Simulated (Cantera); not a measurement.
Charge: 1 mol H2O, 2.6 mol O2, 33 mol N2, equilibrated at 0.133 bar.

Cantera equilibrium calculation (NASA polynomials, part measured and part estimated; ideal gas, pure solids and liquids). Candidate condensed phases: H2O; 24 gas species. Equilibrium is a limit: real reactors are often held back by kinetics, nucleation or transport.

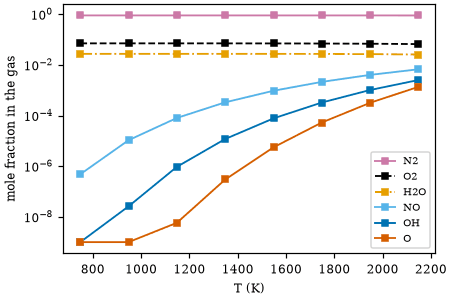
Fig. 1. Equilibrium gas composition (values under 1e-9 drawn at 1e-9)

Question: Read off the mole fractions at 2148 K.

Answer: N2 about 0.90, O2 about 0.066, H2O about 0.026, NO about 0.0067, OH about 0.0025, O about 0.0014.
